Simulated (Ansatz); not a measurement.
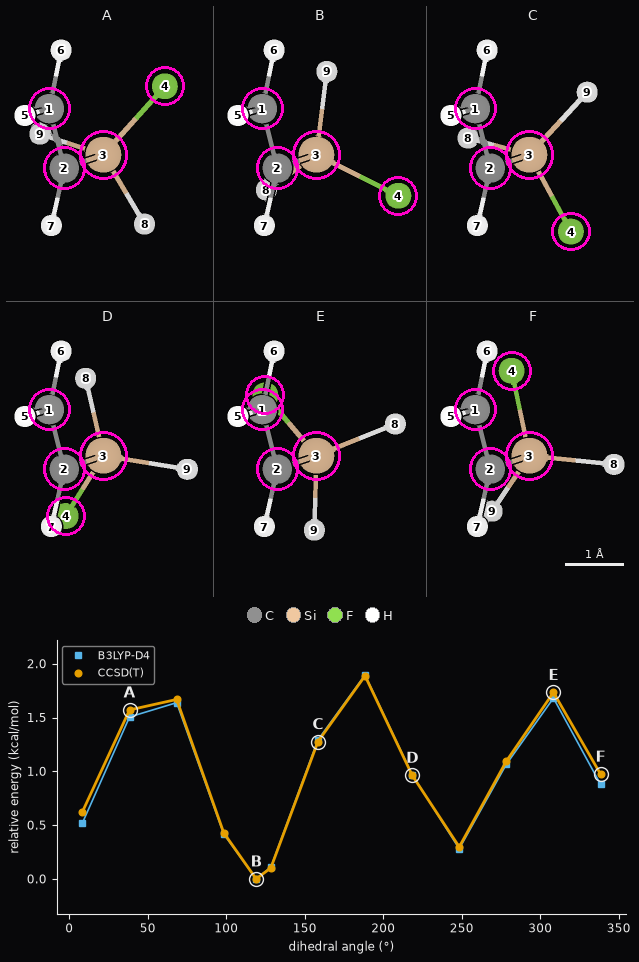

A scan of C$_{2}$H$_{5}$FSi: the C1–C2–Si3–F4 dihedral angle is varied, with the rest of the molecule carried along rigidly. The lettered frames are marked on the plot, at the values of CCSD(T). The picture is a ball-and-stick view, seen almost along the central bond, with a slight tilt. The ringed atoms are those of the scanned coordinate.

Levels of theory: CCSD(T), B3LYP-D4 (def2-TZVPP, Ansatz), on geometries moved rigidly from the minimum at PBE0-D4/def2-TZVP. Coupled cluster with a frozen core. Energies are counted from the PBE0-D4/def2-TZVP minimum geometry at the same level.

### Describe the profile.

With CCSD(T): of the computed points the lowest is at the dihedral 119.0°, 0.00 kcal/mol. Further local minima among the points: 248.4° (0.30 kcal/mol). Local maxima lie at 68.4° (1.67 kcal/mol), 188.4° (1.89 kcal/mol), 308.4° (1.73 kcal/mol). The highest point, at 188.4°, lies 1.89 kcal/mol above the lowest and gives an upper estimate of the barrier to rotation, since the rotor is rigid. At 188.4° the levels give CCSD(T) 1.89 kcal/mol, B3LYP-D4 1.90 kcal/mol.

The computed points:

Energies in kcal/mol.

```csv
dihedral angle (°),CCSD(T),B3LYP-D4
8.4,0.62,0.52
38.4,1.57,1.51
68.4,1.67,1.64
98.4,0.43,0.42
119.0,0.00,0.00
128.4,0.10,0.11
158.4,1.28,1.29
188.4,1.89,1.90
218.4,0.96,0.97
248.4,0.30,0.28
278.4,1.09,1.07
308.4,1.73,1.68
338.4,0.97,0.88
```
